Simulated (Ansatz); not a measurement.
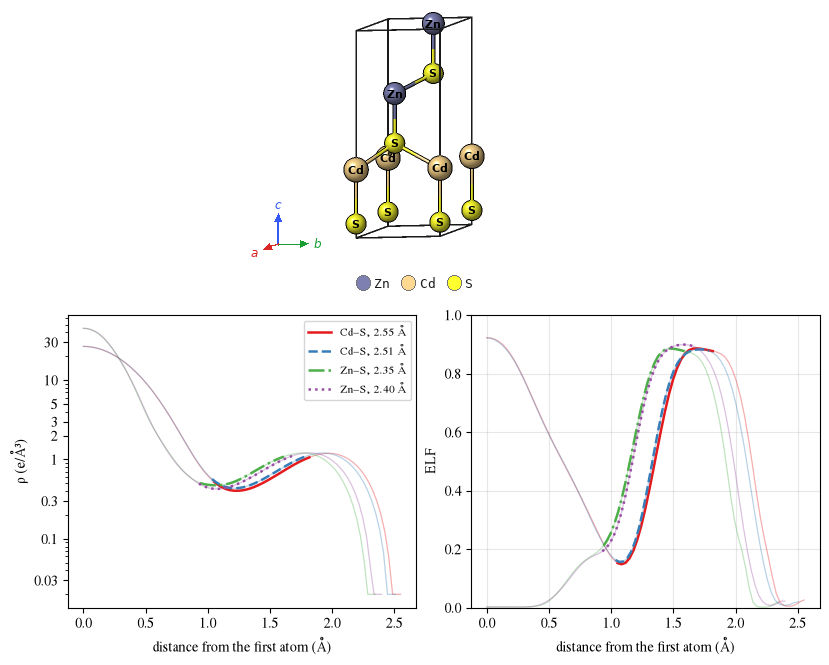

The picture shows: Zn2CdS3. Valence pseudo-density and electron localisation function along straight lines between neighbouring atoms. Thin, pale parts lie inside the atomic spheres. The structure is drawn too.

Space group P3m1; a structure generated by program, which may or may not match a known phase.

Level of theory: DFT PBE, scalar-relativistic, plane waves, PAW (Ansatz 0.2.0).

Core electrons are frozen (PAW), and the valence fields are smoothed inside the atomic spheres.

```yaml
crystal:
  lattice:
    - [3.95076, 0.00000, 0.00000]
    - [-1.97538, 3.42146, 0.00000]
    - [0.00000, 0.00000, 9.77492]
  atoms:
    - { symbol: Zn, position: [0.33333, 0.66667, 0.99154] }
    - { symbol: Zn, position: [0.66667, 0.33333, 0.67541] }
    - { symbol: Cd, position: [0.00000, 0.00000, 0.32886] }
    - { symbol: S, position: [0.33333, 0.66667, 0.75075] }
    - { symbol: S, position: [0.66667, 0.33333, 0.43548] }
    - { symbol: S, position: [0.00000, 0.00000, 0.06795] }
```

Q: What can be read from the curves?

A: Cd–S (2.55 Å): ρ at the midpoint is about 0.41 e/Å³; the ELF peaks at about 0.90 in the valence shell of S, 0.9 Å from its nucleus, and is about 0.35 at the midpoint.
Cd–S (2.51 Å): ρ at the midpoint is about 0.44 e/Å³; the ELF peaks at about 0.90 in the valence shell of S, 0.8 Å from its nucleus, and is about 0.35 at the midpoint.
Zn–S (2.35 Å): ρ is about 0.5 e/Å³ halfway; the ELF peaks at about 0.90 in the valence shell of S, 0.9 Å from its nucleus, and is about 0.55 at the midpoint.
Zn–S (2.40 Å): the density is about 0.46 e/Å³ at the midpoint; the ELF peaks at about 0.90 in the valence shell of S, 0.8 Å from its nucleus, and is about 0.55 at the midpoint.
